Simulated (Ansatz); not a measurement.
## Hypothetical CdI2 type MgH2: response to strain

The parent structure is MgH$_{2}$ in the CdI2 type structure (space group P-3m1, No. 164; a = 2.984 Å, c = 4.113 Å; a hypothetical phase, not in the database extracts checked). Axes: x lies along a and z along c of the hexagonal cell.

Strains are applied to the cell and any free atomic positions relax.

The values are results of PBE-D3(BJ) (Ansatz, a first-principles code), without spin-orbit coupling, not measurements.

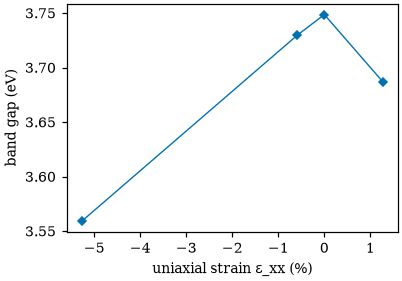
Figure: Band gap against uniaxial strain ε_xx

| uniaxial strain ε_xx (%) | band gap |
|---|---|
| -5.27 | 3.56 eV |
| -0.59 | 3.73 eV |
| 1.27 | 3.69 eV |

Gaps are read on the SCF mesh and a high-symmetry path. No phonon test of stability was made.
